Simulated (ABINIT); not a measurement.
**Au2S (Pn-3m): one start, several treatments of the self-energy**

Wanted: the gap of Au2S (Pn-3m) under several approximations, with cost.

Main program and level: ABINIT 10.8.3; LDA and many-body steps on it, plane waves.

## Step 1: The starting structure

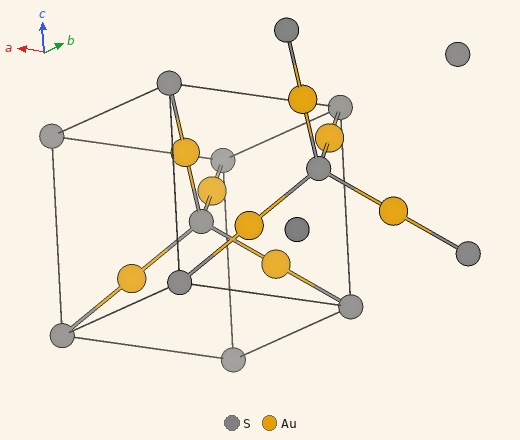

The starting structure, seen from a free direction (sulfur grey, gold orange). 1×2×1 cells are drawn. Bonds to atoms that aren't drawn are left out. Some periodic images of atoms are drawn too.

As a file:

```cif
data_structure
_symmetry_space_group_name_H-M 'Pn-3m:1'
_symmetry_Int_Tables_number 224
_cell_length_a 5.2740
_cell_length_b 5.2740
_cell_length_c 5.2740
_cell_angle_alpha 90.000
_cell_angle_beta 90.000
_cell_angle_gamma 90.000
_cell_volume 146.70
loop_
_atom_site_label
_atom_site_type_symbol
_atom_site_symmetry_multiplicity
_atom_site_Wyckoff_symbol
_atom_site_fract_x
_atom_site_fract_y
_atom_site_fract_z
_atom_site_occupancy
S1 S 2 a 0.00000 0.00000 0.00000 1
Au1 Au 4 c 0.25000 0.25000 0.75000 1
```

The cell and positions are those that the Materials Project relaxed with its own functionals (PBE, PBE+U or r2SCAN), kept fixed. Spin-orbit coupling is left out unless a step names it.

## Step 2: Empty states on the mesh, 2×2×2 mesh, 529 bands

This step: ABINIT 10.8.3; DFT, LDA, plane waves, norm-conserving pseudopotentials.

The sums over transitions need many empty states on a uniform mesh; this step solves for them.

Input file run.abi:

```
acell 3*1.0 Angstrom
rprim 
  5.273982180000 0.000000000000 0.000000000000
  0.000000000000 5.273982180000 0.000000000000
  0.000000000000 0.000000000000 5.273982180000
ntypat 2
znucl 16 79
natom 6
typat 1 1 2 2 2 2
xred 
  -0.000000000000 0.000000000000 -0.000000000000
  0.500000000000 0.500000000000 0.500000000000
  0.250000000000 0.250000000000 0.750000000000
  0.750000000000 0.250000000000 0.250000000000
  0.250000000000 0.750000000000 0.250000000000
  0.750000000000 0.750000000000 0.750000000000
pp_dirpath "pseudos"
pseudos "S.upf, Au.upf"
ecut 28
ngkpt 2 2 2
nshiftk 1
shiftk 0 0 0
kptopt 1
chksymbreak 0
iscf -2
irdden 1
istwfk *1
nband 529
nbdbuf 48
tolwfr 1e-09
nstep 60
prtvol 0
indata_prefix "in"
outdata_prefix "out"
tmpdata_prefix "tmp"
```

The run is started by

```console
$ OMP_NUM_THREADS=1 mpirun -n 8 abinit run.abi > log
```

Numbers of over 12 decimals in the logs are rounded to 6 here.

What it wrote:

```text
.Version 10.8.3 of ABINIT. v10.8.2 released Aug 2026.

 Symmetries : space group Pn -3 m (#224); Bravais cP (primitive cubic)
[... echo of the input left out ...]
== DATASET  1 ==================================================================
-   mpi_nproc: 8, omp_nthreads: 1 (-1 if OMP is not activated)
-    --> not optimal distribution: autoparal keyword recommended in input file <--

--- !DatasetInfo
iteration_state: {dtset: 1, }
dimensions: {natom: 6, nkpt: 4, mband: 529, nsppol: 1, nspinor: 1, nspden: 1, mpw: 7088, }
cutoff_energies: {ecut:  28.0, pawecutdg:  -1.0, }
[...]
4.49459    4.50566    4.50569    4.52167    4.52170    4.52174    4.53945    4.53963
   4.56077    4.56116    4.56172    4.56218    4.56277    4.56366    4.60380    4.61018
   4.61585
 prteigrs : prtvol=0 or 1, do not print more k-points.

== END DATASET(S) ==============================================================
================================================================================

 -outvars: echo values of variables after computation  --------
            nband         529
             nkpt           4
          spgroup         224
 [... the other variables as echoed above ...]

 Calculation completed.
```

Elapsed: 17 min, on 8 MPI ranks of Arm Neoverse N1, shared host; peak memory 0.86 GiB; 2.2 h of CPU time.

Numbers from this step:

```yaml
gap: 1.989 eV
k_of_the_valence_top: 0, 0, 0
k_of_the_conduction_bottom: 0, 0, 0
least_direct_gap: 1.989 eV
k_points_computed: 4
lowest_point_of_the_top_converged_band_above_the_valence_top: 111.0491 eV
```

On this mesh the gap is 1.989 eV.

The density comes from a self-consistent run that is not shown.

## Step 3: Screening, 2×2×2 mesh, 222 bands, screening to 141.5 eV

The RPA dielectric matrix is built and inverted for each q.

This step: RPA screening on LDA, plane waves, norm-conserving pseudopotentials.

run.abi: that of step 2 with these lines changed.

```diff
@@ -24,10 +24,11 @@
 chksymbreak 0
-iscf -2
-irdden 1
 istwfk *1
-nband 529
-nbdbuf 48
-tolwfr 1e-09
-nstep 60
-prtvol 0
+occopt 1
+irdwfk 1
+optdriver 3
+nband 222
+ecuteps 5.2
+inclvkb 2
+awtr 1
+symchi 1
 indata_prefix "in"
```

What it wrote:

```text
.Version 10.8.3 of ABINIT. v10.8.2 released Aug 2026.

 Symmetries : space group Pn -3 m (#224); Bravais cP (primitive cubic)
[... echo of the input left out ...]
== DATASET  1 ==================================================================
-   mpi_nproc: 8, omp_nthreads: 1 (-1 if OMP is not activated)

--- !DatasetInfo
iteration_state: {dtset: 1, }
dimensions: {natom: 6, nkpt: 4, mband: 222, nsppol: 1, nspinor: 1, nspden: 1, mpw: 7088, }
cutoff_energies: {ecut:  28.0, pawecutdg:  -1.0, }
electrons: {nelect:   8.80000000E+01, charge:   0.00000000E+00, occopt:   1.00000000E+00, tsmear:   1.00000000E-02, }

 SCREENING: Calculation of the susceptibility and dielectric matrices

 Based on a program developped by R.W. Godby, V. Olevano, G. Onida, and L. Reining.
 Incorporated in ABINIT by V. Olevano, G.-M. Rignanese, and M. Torrent.
.Using double precision arithmetic ; gwpc =  8

[... cell and pseudopotentials left out ...]
--------------------------------------------------------------------------------

 ==== K-mesh for the wavefunctions ====
 Number of points in the irreducible wedge :     4
[... list of points left out ...]
 Together with 48 symmetry operations and time-reversal symmetry
 yields     8 points in the full Brillouin Zone.

 ==== Q-mesh for the screening function ====
 Number of points in the irreducible wedge :     4
[... list of points left out ...]
 Together with 48 symmetry operations and time-reversal symmetry
 yields     8 points in the full Brillouin Zone.

 setmesh: FFT mesh size selected  =    36x   36x   36
          total number of points  =        46656

 vcoul_init : cutoff-mode = AUXILIARY_FUNCTION
 q-points for optical limit:   1
     1)      0.000010    0.000020    0.000030

- screening: taking advantage of time-reversal symmetry
- Maximum band index for partially occupied states nbvw = 44
- Remaining bands to be divided among processors   nbcw = 178
- Number of bands treated by each node ~22

 Number of electrons calculated from density =   88.0000; Expected =   88.0000
 average of density, n =  0.088894
 r_s =    1.3900
 omega_plasma =   28.7601 [eV]

 calculating chi0 at frequencies [eV] :
  1    0.000000E+00    0.000000E+00
  2    0.000000E+00    2.876012E+01

--------------------------------------------------------------------------------
  q-point number  1        q = ( 0.000000, 0.000000, 0.000000) [r.l.u.]
--------------------------------------------------------------------------------
[... chi0 elements left out ...]
 For q-point:  0.000010 0.000020 0.000030
  dielectric constant =  10.9046
  dielectric constant without local fields =  12.5374

  Average fulfillment of the sum rule on Im[epsilon] for q-point    1 :     65.87  [%]
[... wings left out ...]
  q-point number  2        q = ( 0.500000, 0.000000, 0.000000) [r.l.u.]
--------------------------------------------------------------------------------
[... chi0 elements left out ...]
  Average fulfillment of the sum rule on Im[epsilon] for q-point    2 :     72.96  [%]

 [... 2 further q-points ...]
```

The job ended after 2.5 min (8 MPI ranks; peak memory 3.1 GiB).

Numbers from this step:

```yaml
eps_infinity_with_local_fields_on_this_mesh_along_the_program_s_q_direction: 10.90
the_same_without_local_fields: 12.54
plasma_frequency: 28.76 eV
plane_waves_in_the_screening_matrix: 587
```

Local fields lower ε∞ by 13 %. On a Γ-centred mesh this coarse the value itself is usually too large, while a short band sum pulls it down.

## Step 4: G0W0, Godby-Needs plasmon pole

The self-energy is evaluated for the states that the input lists, and the levels follow from it, in one-shot runs by the linearised quasiparticle equation.

This step: G0W0 on LDA, plane waves, norm-conserving pseudopotentials.

run.abi: that of step 3 with these lines changed.

```diff
@@ -27,8 +27,15 @@
 irdwfk 1
-optdriver 3
+optdriver 4
 nband 222
+gwcalctyp 0
+ecutsigx 28
+symsigma 1
+nkptgw 1
+kptgw 
+  0.0000000000 0.0000000000 0.0000000000
+bdgw 
+  42 46
 ecuteps 5.2
-inclvkb 2
-awtr 1
-symchi 1
+irdscr 1
+ppmodel 1
 indata_prefix "in"
```

What it wrote:

```text
.Version 10.8.3 of ABINIT. v10.8.2 released Aug 2026.

 Symmetries : space group Pn -3 m (#224); Bravais cP (primitive cubic)
[... echo of the input left out ...]
== DATASET  1 ==================================================================
-   mpi_nproc: 8, omp_nthreads: 1 (-1 if OMP is not activated)

--- !DatasetInfo
iteration_state: {dtset: 1, }
dimensions: {natom: 6, nkpt: 4, mband: 222, nsppol: 1, nspinor: 1, nspden: 1, mpw: 7088, }
cutoff_energies: {ecut:  28.0, pawecutdg:  -1.0, }
electrons: {nelect:   8.80000000E+01, charge:   0.00000000E+00, occopt:   1.00000000E+00, tsmear:   1.00000000E-02, }

 SIGMA: Calculation of the GW corrections

 Based on a program developped by R.W. Godby, V. Olevano, G. Onida, and L. Reining.
 Incorporated in ABINIT by V. Olevano, G.-M. Rignanese, and M. Torrent.
.Using double precision arithmetic ; gwpc =  8

[... cell and pseudopotentials left out ...]
--------------------------------------------------------------------------------

 ==== K-mesh for the wavefunctions ====
 Number of points in the irreducible wedge :     4
[... list of points left out ...]
 Together with 48 symmetry operations and time-reversal symmetry
 yields     8 points in the full Brillouin Zone.

 ==== Q-mesh for screening function ====
 Number of points in the irreducible wedge :     4
[... list of points left out ...]
 Together with 48 symmetry operations and time-reversal symmetry
 yields     8 points in the full Brillouin Zone.

 vcoul_init : cutoff-mode = AUXILIARY_FUNCTION
 q-points for optical limit:   1
     1)      0.000010    0.000020    0.000030
 setmesh: FFT mesh size selected  =    48x   48x   48
          total number of points  =       110592

 Number of electrons calculated from density =   88.0000; Expected =   88.0000
 average of density, n =  0.088894
 r_s =    1.3900
 omega_plasma =   28.7601 [eV]

 === KS Band Gaps ===
  >>>> For spin  1
   Minimum direct gap =   1.9888 [eV], located at k-point      :   0.0000  0.0000  0.0000
   Fundamental gap    =   1.9888 [eV], Top of valence bands at :   0.0000  0.0000  0.0000
                                       Bottom of conduction at :   0.0000  0.0000  0.0000
 SIGMA fundamental parameters:
 PLASMON POLE MODEL  1
 number of plane-waves for SigmaX                 6979
 number of plane-waves for SigmaC and W            587
 number of plane-waves for wavefunctions          6979
 number of bands                                   222
 number of independent spin polarizations            1
 number of spinorial components                      1
 number of k-points in IBZ                           4
 number of q-points in IBZ                           4
 number of symmetry operations                      48
 number of k-points in BZ                            8
 number of q-points in BZ                            8
 number of frequencies for dSigma/dE                 9
 frequency step for dSigma/dE [eV]                0.25
 number of omega for Sigma on real axis              0
 max omega for Sigma on real axis  [eV]           0.00
 zcut for avoiding poles [eV]                     0.10

 EPSILON^-1 parameters (SCR file):
 dimension of the eps^-1 matrix on file            587
 dimension of the eps^-1 matrix used               587
 number of plane-waves for wavefunctions          6979
 number of bands                                   222
 number of q-points in IBZ                           4
 number of frequencies                               2
 number of real frequencies                          1
 number of imag frequencies                          1

 matrix elements of self-energy operator (all in [eV])

 Perturbative Calculation

--- !SelfEnergy_ee
iteration_state: {dtset: 1, }
kpoint     : [   0.000,    0.000,    0.000, ]
spin       : 1
KS_gap     :    1.989
QP_gap     :    2.516
Delta_QP_KS:    0.527
data: !SigmaeeData |
     Band     E0 <VxcDFT>   SigX SigC(E0)      Z dSigC/dE  Sig(E)    E-E0       E
       42   4.579 -18.163 -21.080   2.838   0.804  -0.244 -18.227  -0.064   4.515
       43   4.579 -18.163 -21.080   2.838   0.804  -0.244 -18.227  -0.064   4.515
       44   4.579 -18.163 -21.080   2.838   0.804  -0.244 -18.227  -0.064   4.515
       45   6.568  -9.303  -5.538  -3.209   0.832  -0.203  -8.840   0.463   7.031
       46   6.568  -9.303  -5.538  -3.209   0.832  -0.203  -8.840   0.463   7.031

== END DATASET(S) ==============================================================
================================================================================

 -outvars: echo values of variables after computation  --------
           etotal      0.0000000000E+00
            nband         222
             nkpt           4
          spgroup         224
 [... the other variables as echoed above ...]

 Calculation completed.
```

The job ended after 23 s (8 MPI ranks; peak memory 2.3 GiB).

This step gave:

```
G0W0 gap on the points computed              : 2.516 eV
starting gap on the mesh                     : 1.989 eV
k of the valence top                         : 0, 0, 0
k of the conduction bottom                   : 0, 0, 0
Z at the valence top                         : 0.804
Z at the conduction bottom                   : 0.832
least direct G0W0 gap on the computed points : 2.516 eV
```

The gap on the mesh goes from 1.99 eV to 2.52 eV, a correction of +0.53 eV.

## Step 5: G0W0, von der Linden-Horsch plasmon pole

run.abi: that of step 4 with these lines changed.

```diff
@@ -39,3 +39,3 @@
 irdscr 1
-ppmodel 1
+ppmodel 3
 indata_prefix "in"
```

What it wrote:

```text
.Version 10.8.3 of ABINIT. v10.8.2 released Aug 2026.

 Symmetries : space group Pn -3 m (#224); Bravais cP (primitive cubic)
[... echo of the input left out ...]
== DATASET  1 ==================================================================
-   mpi_nproc: 8, omp_nthreads: 1 (-1 if OMP is not activated)

--- !DatasetInfo
iteration_state: {dtset: 1, }
dimensions: {natom: 6, nkpt: 4, mband: 222, nsppol: 1, nspinor: 1, nspden: 1, mpw: 7088, }
cutoff_energies: {ecut:  28.0, pawecutdg:  -1.0, }
electrons: {nelect:   8.80000000E+01, charge:   0.00000000E+00, occopt:   1.00000000E+00, tsmear:   1.00000000E-02, }

 SIGMA: Calculation of the GW corrections

 Based on a program developped by R.W. Godby, V. Olevano, G. Onida, and L. Reining.
 Incorporated in ABINIT by V. Olevano, G.-M. Rignanese, and M. Torrent.
.Using double precision arithmetic ; gwpc =  8

[... cell and pseudopotentials left out ...]
--------------------------------------------------------------------------------

 ==== K-mesh for the wavefunctions ====
 Number of points in the irreducible wedge :     4
[... list of points left out ...]
 Together with 48 symmetry operations and time-reversal symmetry
 yields     8 points in the full Brillouin Zone.

 ==== Q-mesh for screening function ====
 Number of points in the irreducible wedge :     4
[... list of points left out ...]
 Together with 48 symmetry operations and time-reversal symmetry
 yields     8 points in the full Brillouin Zone.

 vcoul_init : cutoff-mode = AUXILIARY_FUNCTION
 q-points for optical limit:   1
     1)      0.000010    0.000020    0.000030
 setmesh: FFT mesh size selected  =    48x   48x   48
          total number of points  =       110592

 Number of electrons calculated from density =   88.0000; Expected =   88.0000
[...]
number of q-points in IBZ                           4
 number of symmetry operations                      48
 number of k-points in BZ                            8
 number of q-points in BZ                            8
 number of frequencies for dSigma/dE                 9
 frequency step for dSigma/dE [eV]                0.25
 number of omega for Sigma on real axis              0
 max omega for Sigma on real axis  [eV]           0.00
 zcut for avoiding poles [eV]                     0.10

 EPSILON^-1 parameters (SCR file):
 dimension of the eps^-1 matrix on file            587
 dimension of the eps^-1 matrix used               587
 number of plane-waves for wavefunctions          6979
 number of bands                                   222
 number of q-points in IBZ                           4
 number of frequencies                               2
 number of real frequencies                          1
 number of imag frequencies                          1

 matrix elements of self-energy operator (all in [eV])

 Perturbative Calculation

--- !SelfEnergy_ee
iteration_state: {dtset: 1, }
kpoint     : [   0.000,    0.000,    0.000, ]
spin       : 1
KS_gap     :    1.989
QP_gap     :    2.405
Delta_QP_KS:    0.416
data: !SigmaeeData |
     Band     E0 <VxcDFT>   SigX SigC(E0)      Z dSigC/dE  Sig(E)    E-E0       E
       42   4.579 -18.163 -21.080   2.542   0.867  -0.154 -18.489  -0.326   4.254
       43   4.579 -18.163 -21.080   2.542   0.867  -0.154 -18.489  -0.326   4.254
       44   4.579 -18.163 -21.080   2.542   0.867  -0.154 -18.489  -0.326   4.254
       45   6.568  -9.303  -5.538  -3.663   0.887  -0.127  -9.213   0.091   6.659
       46   6.568  -9.303  -5.538  -3.663   0.887  -0.127  -9.213   0.091   6.659

== END DATASET(S) ==============================================================
================================================================================

 -outvars: echo values of variables after computation  --------
           etotal      0.0000000000E+00
            nband         222
             nkpt           4
          spgroup         224
 [... the other variables as echoed above ...]

 Calculation completed.
```

Run time: 23 s. Hardware: 8 MPI ranks; peak memory 1.9 GiB; 3 min of CPU time.

This step gave:

```yaml
g0w0_gap_on_the_points_computed: 2.405 eV
starting_gap_on_the_mesh: 1.989 eV
k_of_the_valence_top: 0, 0, 0
k_of_the_conduction_bottom: 0, 0, 0
z_at_the_valence_top: 0.867
z_at_the_conduction_bottom: 0.887
least_direct_g0w0_gap_on_the_computed_points: 2.405 eV
```

Against G0W0 in ABINIT (2×2×2 mesh, 222 bands, screening to 141.5 eV, Godby-Needs plasmon pole), the gap moves by −0.111 eV.

(Continued in part 2 of 2.)

[Paths, hosts, dates, memory and timing lines, banners, echoed tables and standing remarks are left out of the program output.]

[Logs are printed without paths, hosts, clocks, repeated set-up lines and the standing remarks that a program may print on its own settings, such as how far it seeks lower states.]

[Runs of the session that timed out or met a known fault of the program may be left out.]

[Hosts, paths, dates, database ids (printed as entryN), source tags and the programs' standing remarks are cut or masked in the printed files.]

[G0W0 gaps are taken among the corrected bands and points alone; a level outside them can change the order at an edge.]

[Where Ansatz stands beside ABINIT at settings called matched, ABINIT's density can come from a denser mesh and the files from another edition; pairs whose starting gaps differed by over 0.03 eV were left out, so agreement reads better than it is.]
